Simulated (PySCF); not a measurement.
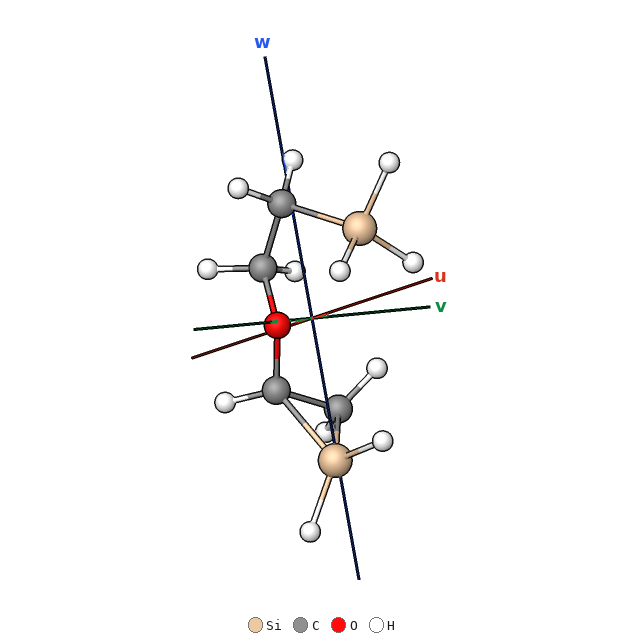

The lines u, v and w are the principal axes of the static dipole polarisability. The computed structure is the end point of a GFN2-xTB optimisation. No frequency run is at hand to confirm it as a minimum. Computed with PBE0/def2-SVPD (PySCF 2.14.0).

Question. Along which axis is the molecule most polarisable, and along which least?

Answer. Most along w, least along v.

Question. Give the three principal values.

Answer. u 106.4, v 89.7, w 124.9 bohr³; mean 107.0, anisotropy 30.5 bohr³.

The geometry is semi-empirical. Around Si such bond lengths and angles can be off by a tenth of an ångström or more and by several degrees, and values that hang on the shape move with them.
